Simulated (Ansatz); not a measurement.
**doublet [SiH2]−: levels of theory compared**

We compute a comparison of 6 runs (UHF/3-21G, U-r2SCAN/3-21G, UB2PLYP/3-21G, UPBE0/3-21G, UCCSDT/3-21G, UCCSD/cc-pVDZ) of doublet [SiH2]−. 

The calculation is run with Ansatz 0.2.0.

61 further runs of the same task are left out: 61 set aside as unsound or not needed.

### Step 1. The molecule

[SiH2]−: 3 atoms, total charge -1, spin state doublet. As SMILES of the parent species, `[H][Si][H]`. The coordinates come from a GFN2-xTB relaxation. That shape belongs to the parent species and isn't relaxed for this state.

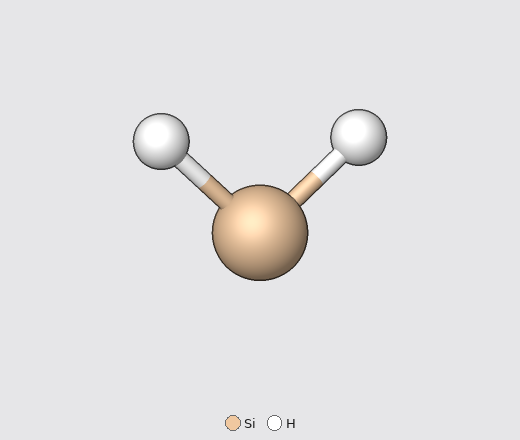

Viewed from a chosen angle; silicon light orange, hydrogen white.

### Step 2. A single-point energy at UHF/3-21G (run 1)

Input file job.yaml:

```yaml
crystal:
  periodic: [false, false, false]
  atoms:
    - {symbol: Si, position_ang: [0.005220, -0.008160, -0.655700]}
    - {symbol: H, position_ang: [1.110230, -0.020010, 0.337410]}
    - {symbol: H, position_ang: [-1.115450, 0.028170, 0.318290]}
basis:
  gaussian: {orbitals: 3-21G.json}
total_charge: -1
magnetization: {spin_polarized: true, initial_magnetization: 1}
hamiltonian: {xc: hf}
accuracy: high
```

The basis set 3-21G is read from a file made from the Basis Set Exchange's data (not shown).

Launch:

```sh
$ ansatz run job.yaml --threads 1 --pin off --max-ram 2610MiB --events-out events.jsonl --progress --plain --runs-dir runs
```

The log of the run:

```text
Warning: RAYON_NUM_THREADS=1 ignored (pool sized by the plan → 1); use --threads N
Functional definition: HF
  name "HF"
  exchange = exact_x
  correlation = 0
330 factors; integrals over basis functions are off by at most 2.8e-9 eV
mean field evaluation 1: about -7849.9126 eV, gradient 5.9e0 eV
mean field evaluation 2: about -7849.9131 eV, gradient 5.9e0 eV
mean field evaluation 4: about -7850.3133 eV, gradient 4.8e-1 eV
mean field evaluation 8: about -7850.3182 eV, gradient 1.2e-2 eV
mean field -7850.31821607 eV, -288.4938733038 hartree, gradient 1.2e-8 eV, S^2 0.757554; 0 other end points of the search recorded, 0 dependent functions left out
reference -7850.31821607 eV, -288.4938733038 hartree; 9, 8 occupied and 8, 9 virtual orbitals, 330 factors
Total energy: -7850.31821607 eV, -288.4938733038 hartree
```

Wall time 0.1 s (1 thread of Arm Neoverse V1, shared host).

### Step 3. A single-point energy at U-r2SCAN/3-21G (run 2)

Input file in.yaml:

```yaml
basis:
  gaussian:
    orbitals: 3-21G.json
crystal:
  periodic: [false, false, false]
  atoms:
    - {symbol: Si, position_ang: [0.005220, -0.008160, -0.655700]}
    - {symbol: H, position_ang: [1.110230, -0.020010, 0.337410]}
    - {symbol: H, position_ang: [-1.115450, 0.028170, 0.318290]}
total_charge: -1
magnetization:
  spin_polarized: true
  initial_magnetization: 1
hamiltonian:
  xc: {name: r2SCAN}
accuracy: high
```

The basis set 3-21G is read from a file made from the Basis Set Exchange's data (not shown).

Launch:

```sh
$ ansatz run in.yaml --threads 1 --pin off --max-ram 2610MiB --events-out events.jsonl --progress --plain --runs-dir runs
```

The log of the run:

```text
Warning: RAYON_NUM_THREADS=1 ignored (pool sized by the plan → 1); use --threads N
Functional definition: r2SCAN
  name "r2SCAN"
  parameter k0 = 0.174
  parameter k1 = 0.065
  parameter a1 = 4.9479
  exchange = r2scan_x(k0 = k0, k1 = k1, a1 = a1)
  correlation = r2scan_c
330 factors; integrals over basis functions are off by at most 2.8e-9 eV
mean field evaluation 1: about -7865.2365 eV, gradient 3.5e0 eV
mean field evaluation 2: about -7865.3122 eV, gradient 1.7e0 eV
mean field evaluation 4: about -7865.3327 eV, gradient 1.0e-1 eV
mean field evaluation 8: about -7865.3261 eV, gradient 4.1e-3 eV
mean field evaluation 16: about -7865.3261 eV, gradient 6.3e-8 eV
mean field -7865.32610680 eV, -289.0454031155 hartree, gradient 6.6e-8 eV, S^2 0.753740; 0 other end points of the search recorded, 0 dependent functions left out
reference -7865.32610824 eV, -289.0454031682 hartree; 9, 8 occupied and 8, 9 virtual orbitals, 330 factors
Total energy: -7865.32610824 eV, -289.0454031682 hartree
```

Run time: 2.4 s. Hardware: 1 thread of Arm Neoverse V1, shared host; peak memory 0.15 GiB.

Runs 3 to 4 aren't shown in full; the table further down has their settings and results.

### Step 4. A single-point energy at UCCSDT/3-21G (run 5)

Input file molecule.yaml:

```yaml
crystal:
  periodic: [false, false, false]
  atoms:
    - symbol: Si
      position_ang: [0.005220, -0.008160, -0.655700]
    - symbol: H
      position_ang: [1.110230, -0.020010, 0.337410]
    - symbol: H
      position_ang: [-1.115450, 0.028170, 0.318290]
basis:
  gaussian: {orbitals: 3-21G.json}
total_charge: -1
magnetization: {spin_polarized: true, initial_magnetization: 1}
correlation: {method: ccsdt, frozen_orbitals: {H: 0, Si: 5}}
accuracy: high
scf: {omitted_lower_state_checks: [cluster_reference, increment]}
```

The basis set 3-21G is read from a file made from the Basis Set Exchange's data (not shown).

Launch:

```sh
$ ansatz run molecule.yaml --threads 1 --pin off --max-ram 2610MiB --events-out events.jsonl --progress --plain --runs-dir runs
```

The log of the run, cut to the lines that bear on the results:

```text
Warning: RAYON_NUM_THREADS=1 ignored (pool sized by the plan → 1); use --threads N
Functional definition: HF
  name "HF"
[...]
330 factors; integrals over basis functions are off by at most 2.8e-9 eV
[...]
mean field -7850.31821607 eV, -288.4938733038 hartree, gradient 1.2e-8 eV, S^2 0.757554; 0 other end points of the search recorded, 0 dependent functions left out
5 core orbitals not correlated: weight in the atoms' cores, before any rotation towards them, 1.000 or more for the frozen orbitals, at most 0.000 for the correlated occupied ones
reference -7850.31821607 eV, -288.4938733038 hartree; 4, 3 occupied and 8, 9 virtual orbitals, 330 factors
second order -1.19406240 eV of doubles, -0.00000000 eV of singles
cycle   1  -1.49425879 eV  change   -3.0e-1 eV  update   4.8e-2
[...]
cycle  21  -1.65954972 eV  change  -4.9e-11 eV  update  5.7e-10
Total energy: -7851.97776579 eV, -288.5548606310 hartree
Checks for a lower state left out: cluster_reference, increment
```

Run time: 0.89 s. Hardware: 1 thread of Arm Neoverse V1, shared host.

### Step 5. The energy at UCCSD/cc-pVDZ (run 6)

Input file input.yaml:

```yaml
crystal:
  periodic: [false, false, false]
  atoms:
    - {symbol: Si, position_ang: [0.005220, -0.008160, -0.655700]}
    - {symbol: H, position_ang: [1.110230, -0.020010, 0.337410]}
    - {symbol: H, position_ang: [-1.115450, 0.028170, 0.318290]}
basis:
  gaussian:
    orbitals: cc-pVDZ
total_charge: -1
magnetization:
  spin_polarized: true
  initial_magnetization: 1
correlation:
  method: ccsd
  frozen_orbitals: {H: 0, Si: 5}
accuracy: high
scf:
  omitted_lower_state_checks: [cluster_reference, increment]
```

Launch:

```sh
$ ansatz run input.yaml --threads 1 --pin off --max-ram 2610MiB --events-out events.jsonl --progress --plain --runs-dir runs
```

The log of the run, cut to the lines that bear on the results:

```text
Warning: RAYON_NUM_THREADS=1 ignored (pool sized by the plan → 1); use --threads N
Functional definition: HF
  name "HF"
[...]
555 factors; integrals over basis functions are off by at most 2.7e-9 eV
[...]
mean field -7892.01178089 eV, -290.0260835499 hartree, gradient 4.5e-8 eV, S^2 0.767570; 0 other end points of the search recorded, 0 dependent functions left out
5 core orbitals not correlated: weight in the atoms' cores, before any rotation towards them, 1.000 or more for the frozen orbitals, at most 0.000 for the correlated occupied ones
reference -7892.01178089 eV, -290.0260835499 hartree; 4, 3 occupied and 19, 20 virtual orbitals, 555 factors
second order -2.62316247 eV of doubles, -0.00000000 eV of singles
cycle   1  -3.13146407 eV  change   -5.1e-1 eV  update   5.7e-2
[...]
cycle  20  -3.32529610 eV  change   5.7e-10 eV  update  5.3e-10
Total energy: -7895.33707699 eV, -290.1482859277 hartree
Checks for a lower state left out: cluster_reference, increment
```

It took 0.54 s on 1 thread of Arm Neoverse V1, shared host.

### Step 6. Overview of the runs

```tsv
run	level	frozen core orbitals	energy (Eh)	⟨S²⟩	wall time
1	UHF/3-21G	–	-288.493873	0.758	0.1 s
2	U-r2SCAN/3-21G	–	-289.045403	0.754	2.4 s
3	UB2PLYP/3-21G	5	-288.939159	0.753	1 s
4	UPBE0/3-21G	–	-288.966553	0.753	0.93 s
5	UCCSDT/3-21G	5	-288.554861	0.758	0.89 s
6	UCCSD/cc-pVDZ	5	-290.148286	0.768	0.54 s
```

### Step 7. Summary of results

| quantity | value |
| --- | --- |
| run 6: total energy | -290.14829 Eh |
| run 6: correlation energy (5 core orbitals frozen) | -122.2 mEh |
| run 6: ⟨S²⟩ of the reference determinant | 0.768 |
| run 6: T1 diagnostic | 0.014 |

What this shows: Totals of different functionals can't be ranked against each other. All runs together took 5.9 s, the longest 2.4 s.
